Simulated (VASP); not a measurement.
# CoC4N6 with LDA + U: from relaxation to properties

Aim: relax CoC4N6, then compute properties on the relaxed cell. The steps: full relaxation (LDA + U), second relaxation, single point with fields (LDA + U), bands along the symmetry lines (LDA + U), density of states (LDA + U), volume scan with LDA + U, fit for LDA + U, independent-particle dielectric function (LDA + U) and total energy, forces and stress (LDA + U), changed input. The start is a cell from a database of measured crystal structures.

Method: LDA, DFT+U (Co d 3 eV), spin-polarised from a ferromagnetic start; plane waves and PAW (Co, C, N), in VASP 6.6.1.

## (1) The starting structure

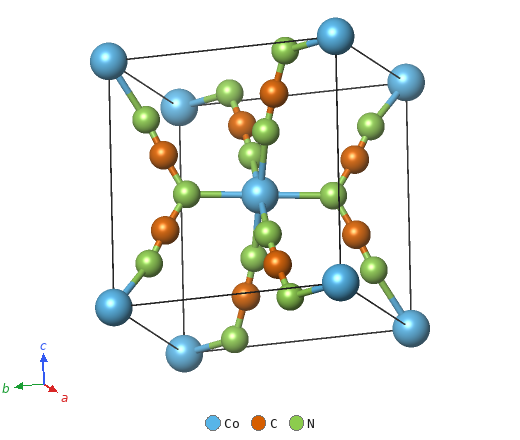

Start, viewed from a free direction; cobalt blue, carbon orange, nitrogen green. Some periodic images of atoms are drawn too.

## (2) Full relaxation (LDA + U)

Properties are meant for the cell that this level of theory prefers, so cell and atoms are relaxed first (ISIF = 3) until forces and stress are small; EDIFFG sets the threshold. LDA, the lowest rung, knows the local density alone. A Hubbard U penalises fractional filling of the localised shell, which semilocal functionals favour.

Contents of INCAR:

```
SYSTEM = CoC4N6
PREC = Accurate
ENCUT = 520
EDIFF = 1E-06
NELM = 100
ISMEAR = 0
SIGMA = 0.05
LREAL = Auto
ALGO = Fast
GGA = CA
NBANDS = 91
ISPIN = 2
MAGMOM = 2 2 0 0 0 0 0 0 0 0 0 0 0 0 0 0 0 0 0 0 0 0
LDAU = .TRUE.
LDAUTYPE = 2
LDAUL = 2 -1 -1
LDAUU = 3 0 0
LDAUJ = 0 0 0
LDAUPRINT = 1
LASPH = .TRUE.
LMAXMIX = 4
LORBIT = 11
LWAVE = .FALSE.
LCHARG = .FALSE.
KPAR = 4
NCORE = 2
IBRION = 2
NSW = 60
ISIF = 3
EDIFFG = -0.01
```

Contents of POSCAR:

```
CoC4N6
1.0
    5.9748000000      0.0000000000      0.0000000000
    0.0000000000      7.0433000000      0.0000000000
    0.0000000000      0.0000000000      7.4039000000
Co C N
2 8 12
Direct
    0.0000000000      0.0000000000      0.0000000000
    0.5000000000      0.5000000000      0.5000000000
    0.2644000000      0.8481000000      0.6526000000
    0.7356000000      0.1519000000      0.6526000000
    0.2356000000      0.3481000000      0.8474000000
    0.7644000000      0.6519000000      0.8474000000
    0.7356000000      0.1519000000      0.3474000000
    0.2644000000      0.8481000000      0.3474000000
    0.7644000000      0.6519000000      0.1526000000
    0.2356000000      0.3481000000      0.1526000000
    0.2089000000      0.9047000000      0.7921000000
    0.7911000000      0.0953000000      0.7921000000
    0.2911000000      0.4047000000      0.7079000000
    0.7089000000      0.5953000000      0.7079000000
    0.7911000000      0.0953000000      0.2079000000
    0.2089000000      0.9047000000      0.2079000000
    0.7089000000      0.5953000000      0.2921000000
    0.2911000000      0.4047000000      0.2921000000
    0.1620000000      0.2725000000      0.0000000000
    0.8380000000      0.7275000000      0.0000000000
    0.3380000000      0.7725000000      0.5000000000
    0.6620000000      0.2275000000      0.5000000000
```

Contents of KPOINTS:

```
Automatic mesh
0
Gamma
4 3 3
0 0 0
```

Potentials, in the order of the species: Co, C and N (LDA family, release 64).

Command:

```
$ mpirun -np 8 vasp_std
```

Log:

```text
[banner, memory and clock lines left out]
running    8 mpi-ranks, on    1 nodes
[...]
LDA part: xc-table for (Slater(with rela. corr.)+CA(PZ))
 , standard interpolation
 POSCAR, INCAR and KPOINTS ok, starting setup
[...]
entering main loop
       N       E                     dE             d eps       ncg     rms          rms(c)
DAV:   1     0.851295433640E+03    0.85130E+03   -0.48593E+04  4368   0.113E+03
DAV:   2    -0.901977545441E+02   -0.94149E+03   -0.85915E+03  4816   0.292E+02
DAV:   3    -0.209217600429E+03   -0.11902E+03   -0.11418E+03  5270   0.118E+02
DAV:   4    -0.213801571153E+03   -0.45840E+01   -0.44953E+01  5408   0.249E+01
[...]
RMM:  25    -0.192753544448E+03   -0.80184E-05   -0.24828E-05  4255   0.169E-02    0.995E-03
RMM:  26    -0.192753547058E+03   -0.26104E-05   -0.83467E-06  3795   0.102E-02    0.734E-03
RMM:  27    -0.192753547889E+03   -0.83085E-06   -0.44757E-06  3471   0.641E-03
   1 F= -.19275355E+03 E0= -.19275355E+03  d E =-.192754E+03  mag=     6.0002
[... from here on, the cycles between the ionic steps are left out ...]
   2 F= -.18225608E+03 E0= -.18225608E+03  d E =0.104975E+02  mag=     6.0000
   6 F= -.19321819E+03 E0= -.19321819E+03  d E =-.165905E+00  mag=     6.0000
  11 F= -.19323838E+03 E0= -.19323838E+03  d E =-.460587E-02  mag=     6.0000
  16 F= -.19325502E+03 E0= -.19325502E+03  d E =-.682058E-02  mag=     6.0000
  21 F= -.19326399E+03 E0= -.19326399E+03  d E =-.593709E-02  mag=     6.0000
  26 F= -.19327496E+03 E0= -.19327496E+03  d E =-.357922E-02  mag=     6.0000
  31 F= -.19327853E+03 E0= -.19327853E+03  d E =-.239838E-02  mag=     6.0000
  36 F= -.19328127E+03 E0= -.19328127E+03  d E =-.972270E-03  mag=     6.0000
  41 F= -.19328304E+03 E0= -.19328304E+03  d E =-.322077E-03  mag=     6.0000
  46 F= -.19328425E+03 E0= -.19328425E+03  d E =-.474828E-03  mag=     6.0000
  51 F= -.19328522E+03 E0= -.19328522E+03  d E =-.185120E-03  mag=     6.0000
  56 F= -.19328536E+03 E0= -.19328536E+03  d E =-.132823E-03  mag=     6.0000
  59 F= -.19328543E+03 E0= -.19328543E+03  d E =-.613355E-04  mag=     6.0000
  60 F= -.19328544E+03 E0= -.19328544E+03  d E =-.720732E-04  mag=     6.0000
[...]
```

The job ended after 35 min (8 MPI ranks of Intel Xeon 6975P-C (Granite Rapids), shared host; peak memory 3 GiB).

The logs omit lines about the potential files and the build; timing stands in the text.

OUTCAR, selected parts (step 2):

```text
atom =   1  type =  1  l = 2

 onsite density matrix

spin component  1

  0.9826  0.0000 -0.0236  0.0000 -0.0191
  0.0000  0.9635  0.0000 -0.0368  0.0000
 -0.0236  0.0000  0.9542  0.0000  0.0111
  0.0000 -0.0368  0.0000  1.0209  0.0000
 -0.0191  0.0000  0.0111  0.0000  0.9730

spin component  2

  0.5535  0.0000  0.3653  0.0000 -0.0501
  0.0000  0.7131  0.0000  0.3238  0.0000
  0.3653  0.0000  0.5354  0.0000  0.0244
  0.0000  0.3238  0.0000  0.4236  0.0000
 -0.0501  0.0000  0.0244  0.0000  0.0922

 occupancies and eigenvectors

  o =  0.0671  v =  0.0000  0.0000  0.0000  0.0000  0.0000  0.3110  0.0000 -0.2898 -0.0000  0.9051      0.0000  0.0000  0.0000  0.0000  0.0000  0.0000  0.0000  0.0000  0.0000  0.0000
  o =  0.2036  v =  0.0000  0.0000  0.0000  0.0000  0.0000  0.6241  0.0000 -0.6560 -0.0000 -0.4245      0.0000  0.0000  0.0000  0.0000  0.0000  0.0000  0.0000  0.0000  0.0000  0.0000
  o =  0.2137  v =  0.0000  0.0000  0.0000  0.0000  0.0000 -0.0000  0.5440  0.0000 -0.8391  0.0000      0.0000  0.0000  0.0000  0.0000  0.0000  0.0000  0.0000  0.0000  0.0000  0.0000
  o =  0.9103  v =  0.0000  0.0000  0.0000  0.0000  0.0000  0.7168 -0.0000  0.6969 -0.0000 -0.0231      0.0000  0.0000  0.0000  0.0000  0.0000  0.0000  0.0000  0.0000  0.0000  0.0000
  o =  0.9230  v =  0.0000  0.0000  0.0000  0.0000  0.0000 -0.0000 -0.8391 -0.0000 -0.5440  0.0000      0.0000  0.0000  0.0000  0.0000  0.0000  0.0000  0.0000  0.0000  0.0000  0.0000
  o =  0.9408  v =  0.4891  0.0000  0.8722  0.0000 -0.0091  0.0000  0.0000  0.0000  0.0000  0.0000      0.0000  0.0000  0.0000  0.0000  0.0000  0.0000  0.0000  0.0000  0.0000  0.0000
  o =  0.9456  v =  0.0000  0.8988 -0.0000  0.4384  0.0000  0.0000  0.0000  0.0000  0.0000  0.0000      0.0000  0.0000  0.0000  0.0000  0.0000  0.0000  0.0000  0.0000  0.0000  0.0000
  o =  0.9596  v =  0.4568 -0.0000 -0.2472 -0.0000  0.8545  0.0000  0.0000  0.0000  0.0000  0.0000      0.0000  0.0000  0.0000  0.0000  0.0000  0.0000  0.0000  0.0000  0.0000  0.0000
  o =  1.0093  v = -0.7430 -0.0000  0.4221 -0.0000  0.5194  0.0000  0.0000  0.0000  0.0000  0.0000      0.0000  0.0000  0.0000  0.0000  0.0000  0.0000  0.0000  0.0000  0.0000  0.0000
  o =  1.0389  v =  0.0000  0.4384 -0.0000 -0.8988 -0.0000  0.0000  0.0000  0.0000  0.0000  0.0000      0.0000  0.0000  0.0000  0.0000  0.0000  0.0000  0.0000  0.0000  0.0000  0.0000

atom =   2  type =  1  l = 2

 onsite density matrix

spin component  1

  0.9826  0.0000  0.0236  0.0000  0.0191
  0.0000  0.9635  0.0000  0.0368  0.0000
  0.0236  0.0000  0.9542  0.0000  0.0111
  0.0000  0.0368  0.0000  1.0209  0.0000
  0.0191  0.0000  0.0111  0.0000  0.9730

spin component  2

  0.5535  0.0000 -0.3653  0.0000  0.0501
  0.0000  0.7131  0.0000 -0.3238  0.0000
 -0.3653  0.0000  0.5354  0.0000  0.0244
  0.0000 -0.3238  0.0000  0.4236  0.0000
  0.0501  0.0000  0.0244  0.0000  0.0922

[...]
59       4.6415      0.00000
     60       4.7372      0.00000
     61       5.1425      0.00000
     62       5.2405      0.00000
     63       5.3555      0.00000
    ...

 k-point     2 :       0.2500    0.0000    0.0000
  band No.  band energies     occupation
    ...
     54      -0.1987      1.00000
     55       0.1569      1.00000
     56       0.1886      1.00000
     57       0.2845      1.00000
     58       0.3252      1.00000
     59       4.9031      0.00000
     60       4.9319      0.00000
     61       5.0129      0.00000
     62       5.0882      0.00000
     63       5.3490      0.00000
    ...

  Total        0.1212570      0.0273323     -0.2649946      0.0000000      0.0000000      0.0000000
  in kB        0.6881446      0.1551132     -1.5038693      0.0000000      0.0000000      0.0000000
  external PRESSURE =      -0.2202038 kB  Pullay stress =       0.0000000 kB

 POSITION                                       TOTAL-FORCE (eV/Angst)
 -----------------------------------------------------------------------------------
      0.00000      0.00000      0.00000        -0.000000     -0.000000     -0.000000
      2.83915      3.37170      3.68646        -0.000000     -0.000000     -0.000000
      1.48358      5.72856      4.82665         0.002445     -0.003069      0.010746
      4.19472      1.01484      4.82665        -0.002445      0.003069      0.010746
      1.35557      2.35686      6.23272        -0.002445     -0.003069     -0.010746
      4.32274      4.38655      6.23272         0.002445      0.003069     -0.010746
      4.19472      1.01484      2.54626        -0.002445      0.003069     -0.010746
      1.48358      5.72856      2.54626         0.002445     -0.003069     -0.010746
      4.32274      4.38655      1.14019         0.002445      0.003069      0.010746
      1.35557      2.35686      1.14019        -0.002445     -0.003069      0.010746
      1.18069      6.09148      5.89338         0.011169     -0.000646     -0.003885
      4.49761      0.65193      5.89338        -0.011169      0.000646     -0.003885
      1.65846      2.71978      5.16599        -0.011169     -0.000646      0.003885
      4.01985      4.02363      5.16599         0.011169      0.000646      0.003885
[...]
-----------------------------------------------------------------------------------
    total drift:                                0.000000      0.000000     -0.000000

  FREE ENERGIE OF THE ION-ELECTRON SYSTEM (eV)
  ---------------------------------------------------
  free  energy   TOTEN  =      -193.2854418850 eV

  energy  without entropy=     -193.2854418850  energy(sigma->0) =     -193.28544188

 magnetization (x)
# of ion       s       p       d       tot
------------------------------------------
    1        0.007   0.010   2.575   2.592
    2        0.007   0.010   2.575   2.592
    3        0.003   0.001   0.000   0.005
    4        0.003   0.001   0.000   0.005
    5        0.003   0.001   0.000   0.005
    6        0.003   0.001   0.000   0.005
    7        0.003   0.001   0.000   0.005
    8        0.003   0.001   0.000   0.005
    9        0.003   0.001   0.000   0.005
   10        0.003   0.001   0.000   0.005
   11        0.015   0.038   0.000   0.053
   12        0.015   0.038   0.000   0.053
   13        0.015   0.038   0.000   0.053
[...]
--------------------------------------------------
tot          0.202   0.459   5.150   5.811

[... 24 further parts left out ...]
[key lines of the parts left out:]
E-fermi :   0.7750
```

The relaxation used up its NSW steps before forces and stress met EDIFFG.

## (3) Second relaxation

A relaxation keeps the plane waves of the cell it began with, so it is repeated from the new cell, on a basis made for it.

INCAR is that of step 2.

Contents of POSCAR:

```
CoC4N6
1.0
    5.6783051360      0.0000000000      0.0000000000
    0.0000000000      6.7434065888      0.0000000000
    0.0000000000      0.0000000000      7.3729182621
Co C N
2 8 12
Direct
    0.0000000000      0.0000000000      0.0000000000
    0.5000000000      0.5000000000      0.5000000000
    0.2612721198      0.8495060603      0.6546462539
    0.7387278802      0.1504939397      0.6546462539
    0.2387278802      0.3495060603      0.8453537461
    0.7612721198      0.6504939397      0.8453537461
    0.7387278802      0.1504939397      0.3453537461
    0.2612721198      0.8495060603      0.3453537461
    0.7612721198      0.6504939397      0.1546462539
    0.2387278802      0.3495060603      0.1546462539
    0.2079307727      0.9033236181      0.7993285405
    0.7920692273      0.0966763819      0.7993285405
    0.2920692273      0.4033236181      0.7006714595
    0.7079307727      0.5966763819      0.7006714595
    0.7920692273      0.0966763819      0.2006714595
    0.2079307727      0.9033236181      0.2006714595
    0.7079307727      0.5966763819      0.2993285405
    0.2920692273      0.4033236181      0.2993285405
    0.1706505154      0.2780272646      0.0000000000
    0.8293494846      0.7219727354      0.0000000000
    0.3293494846      0.7780272646      0.5000000000
    0.6706505154      0.2219727354      0.5000000000
```

KPOINTS is that of step 2.

Command:

```
$ mpirun -np 8 vasp_std
```

Log:

```text
[... set-up lines as in an earlier step ...]
 entering main loop
       N       E                     dE             d eps       ncg     rms          rms(c)
DAV:   1     0.886455120811E+03    0.88646E+03   -0.48751E+04  4368   0.115E+03
DAV:   2    -0.871177268644E+02   -0.97357E+03   -0.88258E+03  4835   0.304E+02
DAV:   3    -0.209829001919E+03   -0.12271E+03   -0.11698E+03  5147   0.122E+02
DAV:   4    -0.214656889914E+03   -0.48279E+01   -0.47415E+01  5336   0.258E+01
DAV:   5    -0.214830094043E+03   -0.17320E+00   -0.17283E+00  6400   0.472E+00    0.419E+01
RMM:   6    -0.218115552743E+03   -0.32855E+01   -0.15493E+02  4598   0.512E+01    0.989E+01
RMM:   7    -0.195581468254E+03    0.22534E+02   -0.32106E+01  4416   0.232E+01    0.254E+01
RMM:   8    -0.192559409318E+03    0.30221E+01   -0.81067E+00  4398   0.104E+01    0.190E+01
RMM:   9    -0.193052276132E+03   -0.49287E+00   -0.20492E+00  4639   0.417E+00    0.944E+00
RMM:  10    -0.193189266066E+03   -0.13699E+00   -0.51146E-01  4568   0.245E+00    0.506E+00
RMM:  11    -0.193232518792E+03   -0.43253E-01   -0.96327E-02  4571   0.120E+00    0.299E+00
RMM:  12    -0.193245596160E+03   -0.13077E-01   -0.24027E-02  4480   0.548E-01    0.208E+00
RMM:  13    -0.193252754120E+03   -0.71580E-02   -0.13376E-02  4381   0.447E-01    0.117E+00
RMM:  14    -0.193255950348E+03   -0.31962E-02   -0.48328E-03  4620   0.256E-01    0.571E-01
RMM:  15    -0.193257196063E+03   -0.12457E-02   -0.18101E-03  4464   0.140E-01    0.346E-01
RMM:  16    -0.193257920655E+03   -0.72459E-03   -0.63149E-04  4539   0.921E-02    0.169E-01
RMM:  17    -0.193258330622E+03   -0.40997E-03   -0.29353E-04  4487   0.535E-02    0.105E-01
RMM:  18    -0.193259137848E+03   -0.80723E-03   -0.39386E-04  4491   0.748E-02    0.792E-02
RMM:  19    -0.193259861184E+03   -0.72334E-03   -0.46650E-04  4469   0.805E-02    0.785E-02
RMM:  20    -0.193260628914E+03   -0.76773E-03   -0.85505E-04  4732   0.108E-01    0.782E-02
RMM:  21    -0.193261075983E+03   -0.44707E-03   -0.12359E-03  4928   0.134E-01    0.785E-02
RMM:  22    -0.193261119334E+03   -0.43350E-04   -0.41259E-05  4576   0.265E-02    0.532E-02
RMM:  23    -0.193261141672E+03   -0.22338E-04   -0.38747E-05  4266   0.253E-02    0.293E-02
RMM:  24    -0.193261152131E+03   -0.10459E-04   -0.28463E-05  4037   0.197E-02    0.500E-03
RMM:  25    -0.193261153908E+03   -0.17771E-05   -0.11780E-05  3915   0.112E-02    0.324E-03
RMM:  26    -0.193261154381E+03   -0.47326E-06   -0.24458E-06  3405   0.493E-03
   1 F= -.19326115E+03 E0= -.19326115E+03  d E =-.193261E+03  mag=     6.0001
 curvature:   0.00 expect dE= 0.000E+00 dE for cont linesearch  0.000E+00
 trial: gam= 0.00000 g(F)=  0.119E-03 g(S)=  0.834E-04 ort = 0.000E+00 (trialstep = 0.100E+01)
 search vector abs. value=  0.203E-03
 bond charge predicted
       N       E                     dE             d eps       ncg     rms          rms(c)
DAV:   1    -0.193261373139E+03   -0.21923E-03   -0.24446E-02  4650   0.534E-01    0.615E-02
RMM:   2    -0.193261329931E+03    0.43208E-04   -0.36567E-04  4381   0.786E-02    0.362E-02
RMM:   3    -0.193261313683E+03    0.16248E-04   -0.12242E-04  4371   0.391E-02    0.261E-02
RMM:   4    -0.193261315009E+03   -0.13258E-05   -0.22817E-05  4707   0.190E-02    0.105E-02
RMM:   5    -0.193261314649E+03    0.35999E-06   -0.32869E-06  3571   0.751E-03
   2 F= -.19326131E+03 E0= -.19326131E+03  d E =-.160267E-03  mag=     6.0000
[... from here on, the cycles between the ionic steps are left out ...]
   3 F= -.19326141E+03 E0= -.19326141E+03  d E =-.253386E-03  mag=     6.0000
   4 F= -.19326146E+03 E0= -.19326146E+03  d E =-.486671E-04  mag=     6.0000
   5 F= -.19326157E+03 E0= -.19326157E+03  d E =-.161091E-03  mag=     6.0000
   6 F= -.19326164E+03 E0= -.19326164E+03  d E =-.236070E-03  mag=     6.0000
   7 F= -.19326169E+03 E0= -.19326169E+03  d E =-.443797E-04  mag=     6.0000
   8 F= -.19326169E+03 E0= -.19326169E+03  d E =-.465302E-04  mag=     6.0000
   9 F= -.19326171E+03 E0= -.19326171E+03  d E =-.178744E-04  mag=     6.0000
  10 F= -.19326174E+03 E0= -.19326174E+03  d E =-.539374E-04  mag=     6.0000
  11 F= -.19326174E+03 E0= -.19326174E+03  d E =-.535534E-04  mag=     6.0000
  12 F= -.19326176E+03 E0= -.19326176E+03  d E =-.651101E-04  mag=     6.0000
 curvature:  -0.35 expect dE=-0.850E-04 dE for cont linesearch -0.637E-07
 trial: gam= 1.14586 g(F)=  0.141E-03 g(S)=  0.102E-03 ort =-0.774E-05 (trialstep = 0.920E-01)
 search vector abs. value=  0.657E-03
 bond charge predicted
       N       E                     dE             d eps       ncg     rms          rms(c)
DAV:   1    -0.193261772612E+03   -0.16603E-04   -0.57282E-04  4512   0.873E-02    0.116E-02
RMM:   2    -0.193261771729E+03    0.88278E-06   -0.95995E-06  4345   0.139E-02
  13 F= -.19326177E+03 E0= -.19326177E+03  d E =-.162515E-04  mag=     6.0000
 trial-energy change:   -0.000016  1 .order   -0.000016   -0.000022   -0.000010
 step:   0.1716(harm=  0.1716)  dis= 0.00023  next Energy=  -193.261776 (dE=-0.201E-04)
 reached required accuracy - stopping structural energy minimisation
```

Run time: 4.8 min. Hardware: 8 MPI ranks; peak memory 2.9 GiB; 32 min of CPU time.

[end of part 1 of 10]

[Lines on the potential files, build, host, timing and source positions are cut from VASP's logs without a mark.]

[Logs are printed without paths, hosts, clocks, repeated set-up lines and the standing remarks that a program may print on its own settings, such as how far it seeks lower states.]

[Hosts, paths, dates, database ids (printed as entryN), source tags and the programs' standing remarks are cut or masked in the printed files.]

[A measured line is paired with the nearest computed mode of its activity, which favours agreement.]

[In band tables of VASP the shares of atoms and orbitals are scaled to a sum of 1 inside the atoms' spheres.]
